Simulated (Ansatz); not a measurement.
# triplet C2H3FO: levels of theory compared

Wanted: a comparison of 6 runs (UHF/aug-cc-pVDZ, U-wB97X/aug-cc-pVDZ, UB3LYP/aug-cc-pVDZ, UBLYP/aug-cc-pVDZ, UCAM-B3LYP/aug-cc-pVDZ, UCCSD(T)/aug-cc-pVDZ) of triplet C2H3FO. 

The results are computed with Ansatz 0.2.0.

50 further runs of the same task are left out: 50 set aside as unsound or not needed.

## 1. The structure to begin with

C2H3FO: 7 atoms, total charge 0, spin state triplet. As SMILES of the parent species, `CC(=O)F`. Geometry: relaxed at PBE0-D4/def2-TZVP. That shape belongs to the parent species and isn't relaxed for this state.

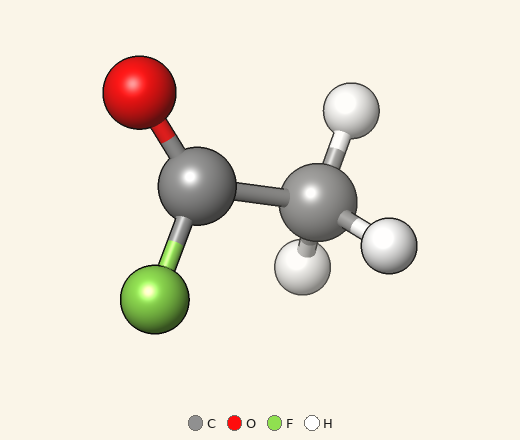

Viewed from a chosen angle; carbon grey, oxygen red, fluorine green, hydrogen white.

## 2. The energy at UHF/aug-cc-pVDZ (run 1)

Input file molecule.yaml:

```yaml
basis:
  gaussian: {orbitals: aug-cc-pVDZ}
crystal:
  periodic: [false, false, false]
  atoms:
    - symbol: C
      position_ang: [0.485310, 0.015050, 0.443640]
    - symbol: C
      position_ang: [-0.694890, -0.034350, -0.460580]
    - symbol: O
      position_ang: [-1.835410, -0.165690, -0.191770]
    - symbol: F
      position_ang: [-0.310690, 0.097630, -1.749400]
    - symbol: H
      position_ang: [0.165320, -0.091900, 1.476660]
    - symbol: H
      position_ang: [1.180650, -0.783140, 0.176830]
    - symbol: H
      position_ang: [1.009710, 0.962410, 0.304610]
magnetization: {spin_polarized: true, initial_magnetization: 2}
hamiltonian: {xc: hf}
accuracy: high
output: {orbitals: {seedname: orbitals}}
```

On the command line:

```bash
$ ansatz run molecule.yaml --threads 1 --pin off --max-ram 3480MiB --events-out events.jsonl --progress --plain --runs-dir runs
```

Standard output:

```text
Warning: RAYON_NUM_THREADS=1 ignored (pool sized by the plan → 1); use --threads N
Functional definition: HF
  name "HF"
  exchange = exact_x
  correlation = 0
2380 factors; integrals over basis functions are off by at most 3.1e-9 eV
mean field evaluation 1: about -6844.9969 eV, gradient 2.0e1 eV
mean field evaluation 2: about -6845.0554 eV, gradient 2.0e1 eV
mean field evaluation 4: about -6847.8757 eV, gradient 3.6e0 eV
mean field evaluation 8: about -6848.1216 eV, gradient 4.7e-1 eV
mean field evaluation 16: about -6848.1285 eV, gradient 2.4e-6 eV
mean field evaluation 32: about -6848.1267 eV, gradient 4.3e-1 eV
mean field evaluation 64: about -6848.0552 eV, gradient 4.7e-1 eV
mean field -6848.12850434 eV, -251.6640807064 hartree, gradient 3.2e-8 eV, S^2 2.020009; 1 other end points of the search recorded, 0 dependent functions left out
reference -6848.12850434 eV, -251.6640807064 hartree; 17, 15 occupied and 102, 104 virtual orbitals, 2380 factors
Total energy: -6848.12850434 eV, -251.6640807064 hartree
```

Wall time 9.9 s (1 thread of Arm Neoverse V1, shared host); peak memory 0.42 GiB.

## 3. The energy at U-wB97X/aug-cc-pVDZ (run 2)

Input file input.yaml:

```yaml
crystal:
  periodic: [false, false, false]
  atoms:
    - {symbol: C, position_ang: [0.485310, 0.015050, 0.443640]}
    - {symbol: C, position_ang: [-0.694890, -0.034350, -0.460580]}
    - {symbol: O, position_ang: [-1.835410, -0.165690, -0.191770]}
    - {symbol: F, position_ang: [-0.310690, 0.097630, -1.749400]}
    - {symbol: H, position_ang: [0.165320, -0.091900, 1.476660]}
    - {symbol: H, position_ang: [1.180650, -0.783140, 0.176830]}
    - {symbol: H, position_ang: [1.009710, 0.962410, 0.304610]}
basis:
  gaussian:
    orbitals: aug-cc-pVDZ
magnetization:
  spin_polarized: true
  initial_magnetization: 2
hamiltonian:
  xc: {name: wB97X}
accuracy: high
output: {orbitals: {seedname: orbitals}}
```

On the command line:

```bash
$ ansatz run input.yaml --threads 1 --pin off --max-ram 3480MiB --events-out events.jsonl --progress --plain --runs-dir runs
```

Standard output, shortened:

```text
Warning: RAYON_NUM_THREADS=1 ignored (pool sized by the plan → 1); use --threads N
Functional definition: wB97X
  name "wB97X"
[...]
      + exact_x_lr(omega)
[...]
      + integral(e_c_pw_opposite_spin*poly(b97_u_opposite, 1, cos1, cos2, cos3, cos4))
2380 factors; integrals over basis functions are off by at most 3.1e-9 eV
459 factors; integrals over basis functions are off by at most 2.0e-9 eV
[...]
mean field -6880.78542581 eV, -252.8642004345 hartree, gradient 6.0e-8 eV, S^2 2.006980; 2 other end points of the search recorded, 0 dependent functions left out
reference -6880.78542232 eV, -252.8642003066 hartree; 17, 15 occupied and 102, 104 virtual orbitals, 2380 factors
Total energy: -6880.78542232 eV, -252.8642003066 hartree
```

Wall time 74 s (1 thread of Arm Neoverse V1, shared host); peak memory 0.92 GiB.

Runs 3 to 5 aren't shown in full; the table further down has their settings and results.

## 4. A single-point energy at UCCSD(T)/aug-cc-pVDZ (run 6)

Input file run.yaml:

```yaml
crystal:
  periodic: [false, false, false]
  atoms:
    - {symbol: C, position_ang: [0.485310, 0.015050, 0.443640]}
    - {symbol: C, position_ang: [-0.694890, -0.034350, -0.460580]}
    - {symbol: O, position_ang: [-1.835410, -0.165690, -0.191770]}
    - {symbol: F, position_ang: [-0.310690, 0.097630, -1.749400]}
    - {symbol: H, position_ang: [0.165320, -0.091900, 1.476660]}
    - {symbol: H, position_ang: [1.180650, -0.783140, 0.176830]}
    - {symbol: H, position_ang: [1.009710, 0.962410, 0.304610]}
basis:
  gaussian:
    orbitals: aug-cc-pVDZ
magnetization:
  spin_polarized: true
  initial_magnetization: 2
scf:
  omitted_lower_state_checks: [cluster_reference, increment]
accuracy: high
total_charge: 0
correlation:
  method: ccsd_t
  frozen_orbitals: {C: 1, F: 1, H: 0, O: 1}
```

On the command line:

```bash
$ ansatz run run.yaml --threads 1 --pin off --max-ram 3480MiB --events-out events.jsonl --progress --plain --runs-dir runs
```

Standard output:

```text
Warning: RAYON_NUM_THREADS=1 ignored (pool sized by the plan → 1); use --threads N
[... 12 lines left out ...]
4 core orbitals not correlated: weight in the atoms' cores, before any rotation towards them, 1.000 or more for the frozen orbitals, at most 0.000 for the correlated occupied ones
[... 33 lines left out ...]
Total energy: -6866.40631377 eV, -252.3357778138 hartree
Checks for a lower state left out: cluster_reference, increment
```

Run time: 4.6 min. Hardware: 1 thread of Arm Neoverse V1, shared host; peak memory 2.8 GiB.

## 5. The series

```csv
run,level,frozen core orbitals,energy (Eh),HOMO energy (eV),⟨S²⟩,wall time
1,UHF/aug-cc-pVDZ,–,-251.664081,-7.47,2.020,9.9 s
2,U-wB97X/aug-cc-pVDZ,–,-252.864200,-5.89,2.007,74 s
3,UB3LYP/aug-cc-pVDZ,–,-252.930157,-3.30,2.006,21 s
4,UBLYP/aug-cc-pVDZ,–,-252.873848,-1.99,2.004,21 s
5,UCAM-B3LYP/aug-cc-pVDZ,–,-252.837783,-4.98,2.007,23 s
6,UCCSD(T)/aug-cc-pVDZ,4,-252.335778,–,2.020,4.6 min
```

## 6. Summary of results

| quantity | value |
| --- | --- |
| run 6: total energy | -252.33578 Eh |
| run 6: correlation energy (4 core orbitals frozen) | -671.7 mEh |
| run 6: (T) correction | -19.08 mEh |
| run 6: ⟨S²⟩ of the reference determinant | 2.020 |
| run 6: T1 diagnostic | 0.021 |

What this shows: Totals of different functionals can't be ranked against each other. All runs together took 7.1 min, the longest 4.6 min.
